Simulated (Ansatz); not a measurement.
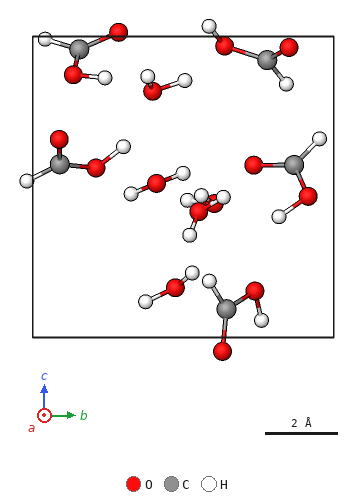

Starting frame of a dynamics run of a periodic cell with 5 HCOOH + 5 H2O at 0.88 g/cm³. It starts from the last geometry of an earlier run, with fresh velocities. Style: ball-and-stick. Shown: the simulation cell, along the a axis.

Level of theory: DFT PBEsol, scalar-relativistic, plane waves, PAW (Ansatz 0.2.0).

The input:
```yaml
crystal:
  lattice:
    - [8.45536, 0.0, 0.0]
    - [0.0, 8.45536, 0.0]
    - [0.0, 0.0, 8.45536]
  atoms:
    - { symbol: O, position: [0.00144008, 0.73460599, 0.15042447] }
    - { symbol: C, position: [0.11525008, 0.64034533, 0.08996182] }
    - { symbol: O, position: [0.14697211, 0.62692705, -0.05018253] }
    - { symbol: H, position: [-0.07465248, 0.75658957, 0.05305775] }
    - { symbol: H, position: [0.1907367, 0.583169, 0.1831783] }
    - { symbol: O, position: [0.9942125, 0.91154872, 0.4649477] }
    - { symbol: C, position: [0.889856, 0.86501753, 0.56913804] }
    - { symbol: O, position: [0.82945039, 0.73094589, 0.56856988] }
    - { symbol: H, position: [1.01645754, 0.81455636, 0.39706567] }
    - { symbol: H, position: [0.85571806, 0.94944754, 0.65596546] }
    - { symbol: O, position: [0.14949293, 0.13156041, 0.86886005] }
    - { symbol: C, position: [0.0223961, 0.15107627, 0.95320635] }
    - { symbol: O, position: [-0.00381825, 0.28191197, 1.00989883] }
    - { symbol: H, position: [0.2034022, 0.23641409, 0.85857707] }
    - { symbol: H, position: [-0.0358926, 0.03800956, 0.98710109] }
    - { symbol: O, position: [0.26611012, 0.2066468, 0.55922825] }
    - { symbol: C, position: [0.36681927, 0.08636136, 0.57147815] }
    - { symbol: O, position: [0.48659763, 0.08457977, 0.65421497] }
    - { symbol: H, position: [0.29814231, 0.29784062, 0.62984523] }
    - { symbol: H, position: [0.32010345, -0.02296728, 0.51568224] }
    - { symbol: O, position: [0.63333952, 0.63421041, 0.96421424] }
    - { symbol: C, position: [0.67156375, 0.77562742, 0.91770172] }
    - { symbol: O, position: [0.7922174, 0.84807302, 0.95946244] }
    - { symbol: H, position: [0.71979306, 0.58238986, 1.02989969] }
    - { symbol: H, position: [0.59789818, 0.8391906, 0.83790558] }
    - { symbol: O, position: [0.80129525, 0.47034245, 0.16118769] }
    - { symbol: H, position: [0.88707929, 0.526485, 0.21027511] }
    - { symbol: H, position: [0.84867593, 0.37150382, 0.11462256] }
    - { symbol: O, position: [0.55629944, 0.54821014, 0.41404495] }
    - { symbol: H, position: [0.61729138, 0.62968677, 0.46180262] }
    - { symbol: H, position: [0.63668756, 0.51801418, 0.33584858] }
    - { symbol: O, position: [0.30709544, 0.39492409, 0.81397489] }
    - { symbol: H, position: [0.41095857, 0.37875467, 0.86284348] }
    - { symbol: H, position: [0.2820896, 0.50199582, 0.84959667] }
    - { symbol: O, position: [0.22101026, 0.59964622, 0.44094585] }
    - { symbol: H, position: [0.33395629, 0.55682341, 0.46738435] }
    - { symbol: H, position: [0.15055096, 0.51060156, 0.45180283] }
    - { symbol: O, position: [0.96018495, 0.40790809, 0.50783894] }
    - { symbol: H, position: [0.89001939, 0.49589454, 0.54137621] }
    - { symbol: H, position: [0.88013296, 0.32340168, 0.47304266] }
basis:
  ecutwfc: 420.0
kpoints:
  mp_grid: { grid: [1, 1, 1] }
hamiltonian:
  xc: pbesol
scf:
  occupations: { method: fermi_dirac, width: 0.05 }
  lower_state_search: "off"
md:
  timestep: 0.5
  n_steps: 400
  ensemble: nvt_langevin
  temperature: 300.0
  initial_velocities: maxwell_boltzmann
  seed: 915356
  friction: 0.02
```

Command:
```bash
ansatz run input.yaml --threads 1 --pin off --max-ram 3072MiB --backend cpu --events-out ev --progress --plain --runs-dir out
```

Question: Predict how the run goes.

Answer: Over the second half the temperature averages 280 K (spread ±30 K). The potential energy is still drifting at the end, so the run hasn't reached equilibrium. The potential energy in the second half lies on average 3.9 meV per atom below the first frame. In the second half of the run the atoms are, in the root-mean-square, this far from where they began (common drift taken out): H 0.53 Å, C 0.41 Å, O 0.40 Å. The heavy atoms stay within a fraction of a molecule's size of their starting places; so short a run doesn't tell a liquid from a solid.

Along the run (each row but the first and the last is the mean over the interval that it begins):

```tsv
time (fs)	potential energy (meV/atom)	T (K)
0.0	0.0	292
25.0	-7.0	267
50.0	-4.5	255
75.0	-5.4	279
100.0	-8.5	280
125.0	-6.6	258
150.0	-1.6	294
175.0	0.9	289
200.0	6.7	274
```

The paths of the atoms:

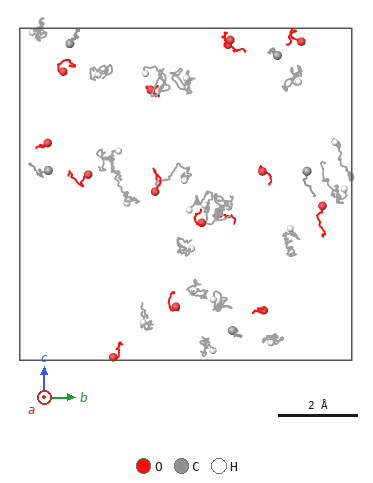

Limits of the set-up: the periodic images lie only 8.5 Å apart, so the values are limited by the cell's size.
